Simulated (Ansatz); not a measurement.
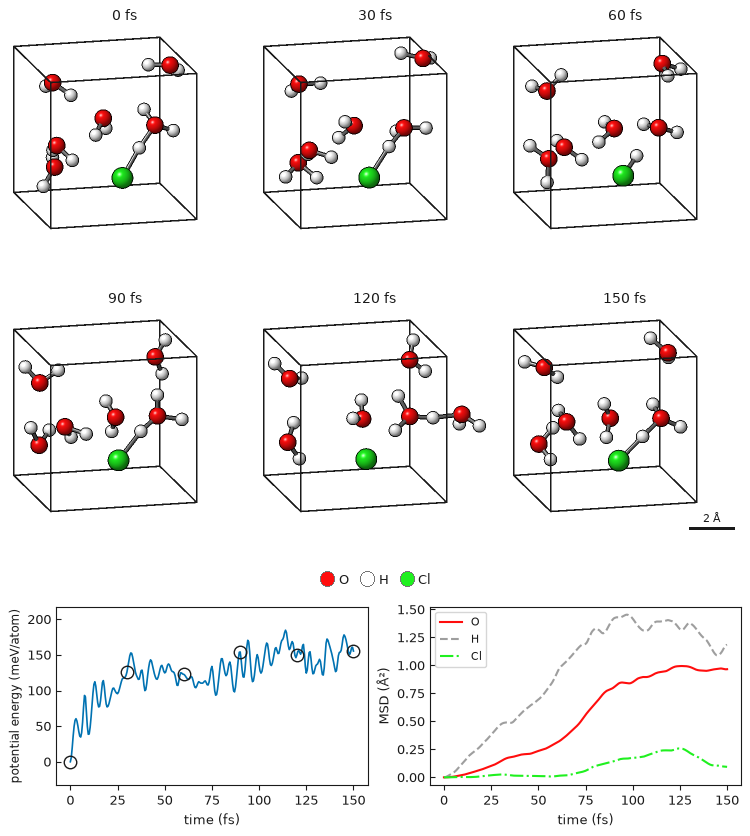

Molecular dynamics of a periodic cell with 6 H2O + 1 HCl at 0.799 g/cm³, 150 fs long. Frames and the history of the run. The picture is a ball-and-stick view of the simulation cell, seen slightly off an axis. Atoms that leave the cell re-enter on the other side.

Computed with Ansatz 0.2.0, DFT PBE-D3(BJ), scalar-relativistic, plane waves, PAW. Run with plane-wave cutoff 420 eV; k-point mesh 1 × 1 × 1; Fermi-Dirac smearing 0.05 eV; low-accuracy preset; Langevin thermostat (NVT); set temperature 1500 K; time step 0.5 fs; friction 0.02 per fs.

The input:
```yaml
accuracy: low
crystal:
  lattice:
    - [6.69656, 0.0, 0.0]
    - [0.0, 6.69656, 0.0]
    - [0.0, 0.0, 6.69656]
  atoms:
    - { symbol: O, position: [0.3974501, 0.50710637, 0.57191456] }
    - { symbol: H, position: [0.48681746, 0.4325239, 0.48331615] }
    - { symbol: H, position: [0.29567181, 0.549948, 0.47494752] }
    - { symbol: O, position: [0.44978704, 0.95150421, 0.9206308] }
    - { symbol: H, position: [0.34440395, 1.03286169, 0.85501527] }
    - { symbol: H, position: [0.39960483, 0.81535482, 0.91960602] }
    - { symbol: O, position: [0.47359285, 0.15503441, 0.27771753] }
    - { symbol: H, position: [0.47333929, 0.07799634, 0.1500318] }
    - { symbol: H, position: [0.33311108, 0.17567862, 0.30670112] }
    - { symbol: O, position: [0.17863361, 0.21576505, 0.77977135] }
    - { symbol: H, position: [0.24366075, 0.32420409, 0.70194496] }
    - { symbol: H, position: [0.04538761, 0.20304822, 0.72342468] }
    - { symbol: O, position: [0.79870782, 0.08707344, 0.50991561] }
    - { symbol: H, position: [0.88214246, 0.17279679, 0.42393711] }
    - { symbol: H, position: [0.66546944, 0.09505467, 0.44404191] }
    - { symbol: O, position: [0.90302698, 0.7332649, 0.63504102] }
    - { symbol: H, position: [0.86095065, 0.86960279, 0.57939801] }
    - { symbol: H, position: [0.7925, 0.68639782, 0.71843358] }
    - { symbol: Cl, position: [1.00208423, 0.4855766, 0.31331516] }
    - { symbol: H, position: [0.94040923, 0.61629146, 0.49581854] }
basis:
  ecutwfc: 420.0
kpoints:
  mp_grid: { grid: [1, 1, 1] }
hamiltonian:
  xc: pbe
  dispersion: d3bj
scf:
  occupations: { method: fermi_dirac, width: 0.05 }
  lower_state_search: "off"
md:
  timestep: 0.5
  n_steps: 300
  ensemble: nvt_langevin
  temperature: 1500.0
  initial_velocities: maxwell_boltzmann
  seed: 165977
  friction: 0.02
```

Command:
```bash
ansatz run input.yaml --threads 1 --pin off --max-ram 3072MiB --backend cpu --events-out ev --progress --plain --runs-dir out
```

**What do the frames and curves show?**

In the second half of the run the atoms are, in the root-mean-square, this far from where they began (common drift taken out): H 1.15 Å, O 0.94 Å, Cl 0.41 Å. The heavy atoms stay within a fraction of a molecule's size of their starting places; so short a run doesn't tell a liquid from a solid. Bond changes: 2 H–O bonds break between 40 fs and 139 fs; 2 H–O bonds form between 72 fs and 104 fs. Over the second half the temperature averages 1345 K (spread ±193 K). The potential energy in the second half lies on average 144 meV per atom above the first frame.

Limits of the set-up: the program's low-accuracy preset was used; the periodic images lie only 6.7 Å apart, so the values are limited by the cell's size.

The run took 5.3 min on 1 thread of Arm Neoverse V2, on a shared host, peak memory 0.35 GiB.
